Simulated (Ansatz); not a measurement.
# CH6ClSi radical (built from SMILES C[SiH2]Cl.[H]): molecular dynamics

Aim: follow the atoms for 60 steps of 0.25 fs with a Langevin thermostat, with velocities drawn for 700 K, and see to which side of the barrier the system falls.

The runs use Ansatz 0.2.0, Gaussian basis; r2SCAN-D4/def2-SVP, unrestricted.

## 1. The system as given

The start, a first-order saddle point found at PBE0-D4 in triple zeta: 9 atoms, charge 0, spin multiplicity 2.

Atoms are counted from 1 here; the program's logs count them from 0.

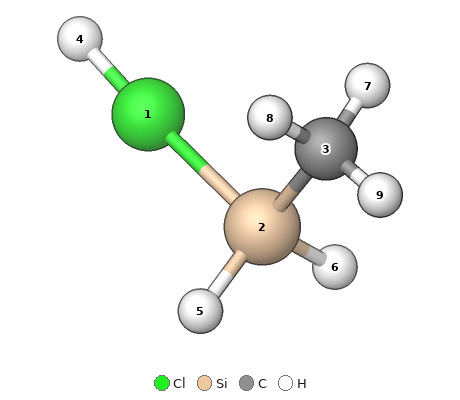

Start geometry, drawn with chlorine green, silicon light orange, carbon grey, hydrogen white; atoms are numbered from 1 in the order of the file.

As a file:

```csv
atom,x (Å),y (Å),z (Å)
Cl1,1.0848,0.3679,1.8732
Si2,-0.2274,-0.7722,0.2342
C3,-0.4062,0.4096,-1.1951
H4,1.9038,1.1576,2.8252
H5,0.5030,-2.0124,-0.1356
H6,-1.5299,-1.1102,0.8646
H7,-0.9015,1.3272,-0.8718
H8,0.5737,0.6719,-1.5986
H9,-1.0004,-0.0395,-1.9961
```

## 2. The run

The input, md/in.yaml:

```yaml
crystal:
  periodic: [false, false, false]
  atoms:
    - {symbol: Cl, position_ang: [1.084835, 0.367927, 1.873205]}
    - {symbol: Si, position_ang: [-0.227358, -0.772162, 0.234204]}
    - {symbol: C, position_ang: [-0.406242, 0.409578, -1.195099]}
    - {symbol: H, position_ang: [1.903783, 1.157638, 2.825226]}
    - {symbol: H, position_ang: [0.502975, -2.012396, -0.135585]}
    - {symbol: H, position_ang: [-1.529910, -1.110238, 0.864568]}
    - {symbol: H, position_ang: [-0.901489, 1.327229, -0.871837]}
    - {symbol: H, position_ang: [0.573693, 0.671907, -1.598564]}
    - {symbol: H, position_ang: [-1.000387, -0.039483, -1.996119]}
basis:
  gaussian: {orbitals: def2-SVP}
magnetization: {spin_polarized: true, initial_magnetization: 1}
hamiltonian: {xc: r2scan, dispersion: d4}
md: {n_steps: 60, timestep: 0.25, temperature: 700, ensemble: nvt_langevin, seed: 935, friction: 0.01, initial_velocities: maxwell_boltzmann}
```

The run is started by

```bash
ansatz run in.yaml --threads 4 --pin off --events-out ev --progress --plain --max-ram 9574MiB
```

Output:

```text
Functional definition: r2SCAN
  name "r2SCAN"
  cite "Furness, Kaplan, Ning, Perdew & Sun, J. Phys. Chem. Lett. 11, 8208 (2020) doi:10.1021/acs.jpclett.0c02405"
  cite "Furness, Kaplan, Ning, Perdew & Sun, J. Phys. Chem. Lett. 11, 9248 (2020) doi:10.1021/acs.jpclett.0c03077"
  parent r2scan
  parameter k0 = 0.174
  parameter k1 = 0.065
  parameter a1 = 4.9479
  exchange = r2scan_x(k0 = k0, k1 = k1, a1 = a1)
  correlation = r2scan_c
897 factors; their error is unknown
mean field evaluation 1: about -21518.5990 eV, gradient 3.2e1 eV
mean field evaluation 2: about -21513.4788 eV, gradient 4.2e1 eV
mean field evaluation 4: about -21523.9103 eV, gradient 2.1e0 eV
mean field evaluation 8: about -21523.9368 eV, gradient 7.7e-2 eV
mean field evaluation 16: about -21523.8828 eV, gradient 5.0e-5 eV
mean field -21523.88281980 eV, -790.9881042160 hartree, gradient 5.1e-5 eV, S^2 0.762657; 0 other end points of the search recorded, 0 dependent functions left out
the calculation of the forces begins
reference -21523.88283209 eV, -790.9881046676 hartree; 22, 21 occupied and 58, 59 virtual orbitals, 897 factors
md step     0: t =     0.00 fs  T =   622.2 K  F+E_penalty+E_count = -21523.92100312 eV  E_kin = 0.723856 eV  (30 SCF iters)
these checks for a lower state are left out or cut short: starts, cluster_reference, orbital_swaps, neighbouring_geometries, increment
897 factors; their error is unknown
mean field -21523.88384198 eV, -790.9881417804 hartree, gradient 2.4e-5 eV, S^2 0.762727; 0 other end points of the search recorded, 0 dependent functions left out
the calculation of the forces begins
reference -21523.88385428 eV, -790.9881422324 hartree; 22, 21 occupied and 58, 59 virtual orbitals, 897 factors
md step     1: t =     0.25 fs  T =   581.5 K  F+E_penalty+E_count = -21523.92203505 eV  E_kin = 0.676501 eV  (35 SCF iters)
these checks for a lower state are left out or cut short: starts, cluster_reference, orbital_swaps, neighbouring_geometries, increment
897 factors; their error is unknown
mean field -21523.87730052 eV, -790.9879013861 hartree, gradient 2.4e-5 eV, S^2 0.762805; 0 other end points of the search recorded, 0 dependent functions left out
the calculation of the forces begins
reference -21523.87731283 eV, -790.9879018386 hartree; 22, 21 occupied and 58, 59 virtual orbitals, 897 factors
md step     2: t =     0.50 fs  T =   592.8 K  F+E_penalty+E_count = -21523.91550643 eV  E_kin = 0.689617 eV  (35 SCF iters)
[... from here on, the SCF cycles and remarks between the steps are left out ...]
md step     3: t =     0.75 fs  T =   576.2 K  F+E_penalty+E_count = -21523.90233978 eV  E_kin = 0.670373 eV  (35 SCF iters)
md step     4: t =     1.00 fs  T =   527.4 K  F+E_penalty+E_count = -21523.88395965 eV  E_kin = 0.613519 eV  (35 SCF iters)
md step     5: t =     1.25 fs  T =   518.0 K  F+E_penalty+E_count = -21523.86174772 eV  E_kin = 0.602667 eV  (35 SCF iters)
md step     6: t =     1.50 fs  T =   490.5 K  F+E_penalty+E_count = -21523.83603136 eV  E_kin = 0.570647 eV  (35 SCF iters)
md step     7: t =     1.75 fs  T =   479.9 K  F+E_penalty+E_count = -21523.80819777 eV  E_kin = 0.558264 eV  (36 SCF iters)
md step     8: t =     2.00 fs  T =   472.7 K  F+E_penalty+E_count = -21523.77912348 eV  E_kin = 0.549925 eV  (35 SCF iters)
md step     9: t =     2.25 fs  T =   465.5 K  F+E_penalty+E_count = -21523.75015955 eV  E_kin = 0.541539 eV  (36 SCF iters)
md step    10: t =     2.50 fs  T =   436.4 K  F+E_penalty+E_count = -21523.72218593 eV  E_kin = 0.507659 eV  (35 SCF iters)
md step    11: t =     2.75 fs  T =   424.5 K  F+E_penalty+E_count = -21523.69627411 eV  E_kin = 0.493809 eV  (36 SCF iters)
md step    12: t =     3.00 fs  T =   400.0 K  F+E_penalty+E_count = -21523.67488653 eV  E_kin = 0.465336 eV  (35 SCF iters)
md step    13: t =     3.25 fs  T =   380.4 K  F+E_penalty+E_count = -21523.65825222 eV  E_kin = 0.442581 eV  (35 SCF iters)
md step    14: t =     3.50 fs  T =   369.6 K  F+E_penalty+E_count = -21523.64631674 eV  E_kin = 0.429967 eV  (28 SCF iters)
md step    15: t =     3.75 fs  T =   374.5 K  F+E_penalty+E_count = -21523.63866865 eV  E_kin = 0.435680 eV  (29 SCF iters)
md step    16: t =     4.00 fs  T =   400.4 K  F+E_penalty+E_count = -21523.63506997 eV  E_kin = 0.465762 eV  (33 SCF iters)
md step    17: t =     4.25 fs  T =   383.7 K  F+E_penalty+E_count = -21523.63681764 eV  E_kin = 0.446332 eV  (32 SCF iters)
md step    18: t =     4.50 fs  T =   419.0 K  F+E_penalty+E_count = -21523.64311722 eV  E_kin = 0.487444 eV  (35 SCF iters)
md step    19: t =     4.75 fs  T =   406.4 K  F+E_penalty+E_count = -21523.65130580 eV  E_kin = 0.472838 eV  (35 SCF iters)
md step    20: t =     5.00 fs  T =   380.7 K  F+E_penalty+E_count = -21523.66079893 eV  E_kin = 0.442896 eV  (35 SCF iters)
md step    21: t =     5.25 fs  T =   380.7 K  F+E_penalty+E_count = -21523.67155505 eV  E_kin = 0.442914 eV  (34 SCF iters)
md step    22: t =     5.50 fs  T =   379.4 K  F+E_penalty+E_count = -21523.68362863 eV  E_kin = 0.441412 eV  (33 SCF iters)
md step    23: t =     5.75 fs  T =   397.7 K  F+E_penalty+E_count = -21523.69659478 eV  E_kin = 0.462687 eV  (33 SCF iters)
md step    24: t =     6.00 fs  T =   395.3 K  F+E_penalty+E_count = -21523.70849063 eV  E_kin = 0.459902 eV  (33 SCF iters)
md step    25: t =     6.25 fs  T =   417.9 K  F+E_penalty+E_count = -21523.71896724 eV  E_kin = 0.486174 eV  (33 SCF iters)
md step    26: t =     6.50 fs  T =   416.5 K  F+E_penalty+E_count = -21523.72747932 eV  E_kin = 0.484528 eV  (35 SCF iters)
md step    27: t =     6.75 fs  T =   435.2 K  F+E_penalty+E_count = -21523.73389028 eV  E_kin = 0.506238 eV  (35 SCF iters)
md step    28: t =     7.00 fs  T =   445.4 K  F+E_penalty+E_count = -21523.73839526 eV  E_kin = 0.518138 eV  (35 SCF iters)
md step    29: t =     7.25 fs  T =   455.6 K  F+E_penalty+E_count = -21523.74093947 eV  E_kin = 0.529972 eV  (35 SCF iters)
md step    30: t =     7.50 fs  T =   465.3 K  F+E_penalty+E_count = -21523.74255484 eV  E_kin = 0.541279 eV  (35 SCF iters)
md step    31: t =     7.75 fs  T =   480.3 K  F+E_penalty+E_count = -21523.74417697 eV  E_kin = 0.558783 eV  (35 SCF iters)
md step    32: t =     8.00 fs  T =   472.5 K  F+E_penalty+E_count = -21523.74568986 eV  E_kin = 0.549706 eV  (36 SCF iters)
md step    33: t =     8.25 fs  T =   450.7 K  F+E_penalty+E_count = -21523.74865807 eV  E_kin = 0.524348 eV  (34 SCF iters)
md step    34: t =     8.50 fs  T =   479.0 K  F+E_penalty+E_count = -21523.75392187 eV  E_kin = 0.557202 eV  (34 SCF iters)
md step    35: t =     8.75 fs  T =   496.0 K  F+E_penalty+E_count = -21523.76063442 eV  E_kin = 0.577016 eV  (34 SCF iters)
md step    36: t =     9.00 fs  T =   479.6 K  F+E_penalty+E_count = -21523.76756602 eV  E_kin = 0.557928 eV  (31 SCF iters)
md step    37: t =     9.25 fs  T =   470.2 K  F+E_penalty+E_count = -21523.77569233 eV  E_kin = 0.546990 eV  (35 SCF iters)
md step    38: t =     9.50 fs  T =   515.1 K  F+E_penalty+E_count = -21523.78477590 eV  E_kin = 0.599214 eV  (34 SCF iters)
md step    39: t =     9.75 fs  T =   528.1 K  F+E_penalty+E_count = -21523.79395937 eV  E_kin = 0.614375 eV  (35 SCF iters)
md step    40: t =    10.00 fs  T =   525.8 K  F+E_penalty+E_count = -21523.80332510 eV  E_kin = 0.611689 eV  (35 SCF iters)
md step    41: t =    10.25 fs  T =   538.4 K  F+E_penalty+E_count = -21523.81160870 eV  E_kin = 0.626375 eV  (35 SCF iters)
md step    42: t =    10.50 fs  T =   571.5 K  F+E_penalty+E_count = -21523.81776373 eV  E_kin = 0.664847 eV  (34 SCF iters)
md step    43: t =    10.75 fs  T =   580.9 K  F+E_penalty+E_count = -21523.82286897 eV  E_kin = 0.675838 eV  (35 SCF iters)
md step    44: t =    11.00 fs  T =   621.3 K  F+E_penalty+E_count = -21523.82895291 eV  E_kin = 0.722752 eV  (33 SCF iters)
md step    45: t =    11.25 fs  T =   634.8 K  F+E_penalty+E_count = -21523.83738024 eV  E_kin = 0.738507 eV  (34 SCF iters)
md step    46: t =    11.50 fs  T =   658.7 K  F+E_penalty+E_count = -21523.84812147 eV  E_kin = 0.766282 eV  (34 SCF iters)
md step    47: t =    11.75 fs  T =   687.5 K  F+E_penalty+E_count = -21523.86018386 eV  E_kin = 0.799782 eV  (34 SCF iters)
md step    48: t =    12.00 fs  T =   716.3 K  F+E_penalty+E_count = -21523.87429202 eV  E_kin = 0.833356 eV  (34 SCF iters)
md step    49: t =    12.25 fs  T =   742.0 K  F+E_penalty+E_count = -21523.89015228 eV  E_kin = 0.863202 eV  (34 SCF iters)
md step    50: t =    12.50 fs  T =   764.8 K  F+E_penalty+E_count = -21523.90770269 eV  E_kin = 0.889772 eV  (34 SCF iters)
md step    51: t =    12.75 fs  T =   779.6 K  F+E_penalty+E_count = -21523.92750467 eV  E_kin = 0.906900 eV  (33 SCF iters)
md step    52: t =    13.00 fs  T =   758.4 K  F+E_penalty+E_count = -21523.94849304 eV  E_kin = 0.882288 eV  (34 SCF iters)
md step    53: t =    13.25 fs  T =   784.3 K  F+E_penalty+E_count = -21523.97035521 eV  E_kin = 0.912399 eV  (35 SCF iters)
md step    54: t =    13.50 fs  T =   810.9 K  F+E_penalty+E_count = -21523.99301710 eV  E_kin = 0.943352 eV  (35 SCF iters)
md step    55: t =    13.75 fs  T =   839.9 K  F+E_penalty+E_count = -21524.01590520 eV  E_kin = 0.977108 eV  (31 SCF iters)
md step    56: t =    14.00 fs  T =   862.6 K  F+E_penalty+E_count = -21524.03861489 eV  E_kin = 1.003519 eV  (34 SCF iters)
md step    57: t =    14.25 fs  T =   827.6 K  F+E_penalty+E_count = -21524.06185220 eV  E_kin = 0.962806 eV  (35 SCF iters)
md step    58: t =    14.50 fs  T =   868.6 K  F+E_penalty+E_count = -21524.08589039 eV  E_kin = 1.010419 eV  (33 SCF iters)
md step    59: t =    14.75 fs  T =   851.6 K  F+E_penalty+E_count = -21524.10887316 eV  E_kin = 0.990742 eV  (33 SCF iters)
these checks for a lower state are left out or cut short: starts, cluster_reference, orbital_swaps, neighbouring_geometries, increment
897 factors; their error is unknown
mean field -21524.09259489 eV, -790.9958133081 hartree, gradient 1.1e-5 eV, S^2 0.752205; 0 other end points of the search recorded, 0 dependent functions left out
the calculation of the forces begins
reference -21524.09260735 eV, -790.9958137661 hartree; 22, 21 occupied and 58, 59 virtual orbitals, 897 factors
897 factors; their error is unknown
mean field -21524.09259489 eV, -790.9958133081 hartree, gradient 1.1e-5 eV, S^2 0.752205; 1 other end points of the search recorded, 0 dependent functions left out
the calculation of the forces begins
reference -21524.09260735 eV, -790.9958137661 hartree; 22, 21 occupied and 58, 59 virtual orbitals, 897 factors
md step    60: t =    15.00 fs  T =   839.5 K  F+E_penalty+E_count = -21524.13198589 eV  E_kin = 0.976643 eV  (31 SCF iters)
Total energy: -21524.13199835 eV, -790.9972613587 hartree
Atom 0 at     1.054393     0.312623     1.827624 Å, force    -0.894348    -0.728789    -1.142318 eV/Å
Atom 1 at    -0.124481    -0.751127     0.262799 Å, force     0.973521     1.890348     1.244817 eV/Å
Atom 2 at    -0.447311     0.441368    -1.167018 Å, force    -0.668087     1.049447     0.438463 eV/Å
Atom 3 at     2.144566     1.982270     2.700912 Å, force     0.138043     0.210492     0.111296 eV/Å
Atom 4 at     0.759919    -1.836832    -0.055912 Å, force     0.482235    -0.876773    -0.457422 eV/Å
Atom 5 at    -1.279395    -1.227280     1.046436 Å, force    -0.417198    -0.038011    -0.219148 eV/Å
Atom 6 at    -1.217201     1.223028    -0.801169 Å, force     1.273903    -0.777797    -0.428834 eV/Å
Atom 7 at     0.488173     0.960009    -1.589109 Å, force    -1.253972    -0.755654     0.592562 eV/Å
Atom 8 at    -1.008906    -0.100833    -1.952836 Å, force     0.365904     0.026737    -0.139415 eV/Å
Dipole moment:    -0.393535    -0.190945    -0.575392 e Å
```

It took 3.4 min on 4 threads of Arm Neoverse N1, shared host.

## 3. The trajectory

One row in 3 steps:

```csv
time (fs),T (K),potential (meV),potential + kinetic (meV),Cl1–H4 (Å),Cl1–Si2 (Å)
0.00,622,0.0,0.0,1.483,2.389
0.75,576,18.7,-34.8,1.497,2.386
1.50,491,85.0,-68.2,1.515,2.382
2.25,466,170.8,-11.5,1.533,2.378
3.00,400,246.1,-12.4,1.551,2.375
3.75,375,282.3,-5.8,1.571,2.370
4.50,419,277.9,41.5,1.594,2.366
5.25,381,249.4,-31.5,1.619,2.362
6.00,395,212.5,-51.4,1.644,2.357
6.75,435,187.1,-30.5,1.670,2.352
7.50,465,178.4,-4.1,1.699,2.346
8.25,451,172.3,-27.2,1.733,2.339
9.00,480,153.4,-12.5,1.769,2.331
9.75,528,127.0,17.6,1.807,2.322
10.50,571,103.2,44.2,1.850,2.312
11.25,635,83.6,98.3,1.898,2.301
12.00,716,46.7,156.2,1.950,2.288
12.75,780,-6.5,176.5,2.006,2.274
13.50,811,-72.0,147.5,2.061,2.260
14.25,828,-140.8,98.1,2.119,2.244
15.00,840,-211.0,41.8,2.177,2.229
```

Energies count from the start.

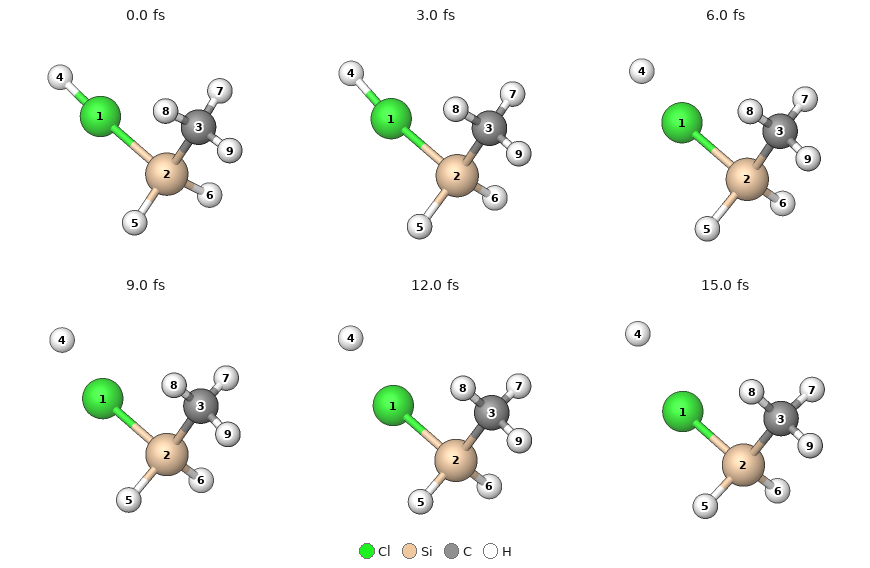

Six frames.

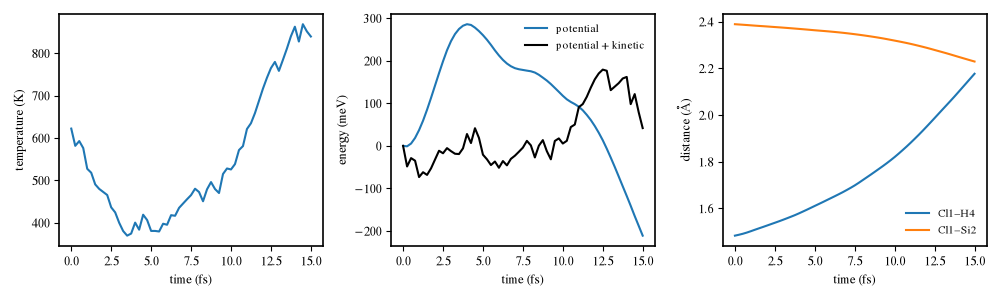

Temperature, energies and the distances followed.

Positions (Å) and forces (eV/Å) at 6.00 fs:

```xyz
9

Cl    1.073    0.350    1.864   -0.574   -0.370   -0.781
Si   -0.211   -0.769    0.234    2.240   -0.973    0.469
C    -0.416    0.444   -1.182   -0.805   -0.046    0.379
H     1.960    1.428    2.734    0.198    0.184    0.249
H     0.691   -2.056   -0.092   -0.986    1.244    0.137
H    -1.390   -1.205    1.019   -0.336    0.111   -0.271
H    -1.052    1.278   -0.737    0.671   -0.614   -0.919
H     0.520    0.799   -1.657   -0.144    0.073    0.566
H    -0.946   -0.109   -1.987   -0.264    0.391    0.171
```

Positions (Å) and forces (eV/Å) at 15.00 fs:

```xyz
9

Cl    1.054    0.313    1.828   -0.894   -0.729   -1.142
Si   -0.124   -0.751    0.263    0.974    1.890    1.245
C    -0.447    0.441   -1.167   -0.668    1.049    0.438
H     2.145    1.982    2.701    0.138    0.210    0.111
H     0.760   -1.837   -0.056    0.482   -0.877   -0.457
H    -1.279   -1.227    1.046   -0.417   -0.038   -0.219
H    -1.217    1.223   -0.801    1.274   -0.778   -0.429
H     0.488    0.960   -1.589   -1.254   -0.756    0.593
H    -1.009   -0.101   -1.953    0.366    0.027   -0.139
```

## 4. What came out

| quantity | value |
| --- | --- |
| length | 60 steps, 15.0 fs |
| temperature at the start | 622 K |
| mean temperature, second half | 648 K |
| lowest and highest potential energy, from the first frame | -211 and 286 meV |
| largest change of potential + kinetic | 179.2 meV |
| bonds lost by distance | Cl1–H4 |

In words: By the last frame it has moved back towards the start side of the step. The thermostat trades energy with the molecule, so the sum of potential and kinetic energy isn't conserved: it changes by +42 meV over the run. The instant temperature ranges from 370 to 869 K, as energy passes between motion and strain. Under Langevin the temperature counts 3N degrees of freedom, more than the drawn velocities fill, so it starts at 622 K, not 700 K.
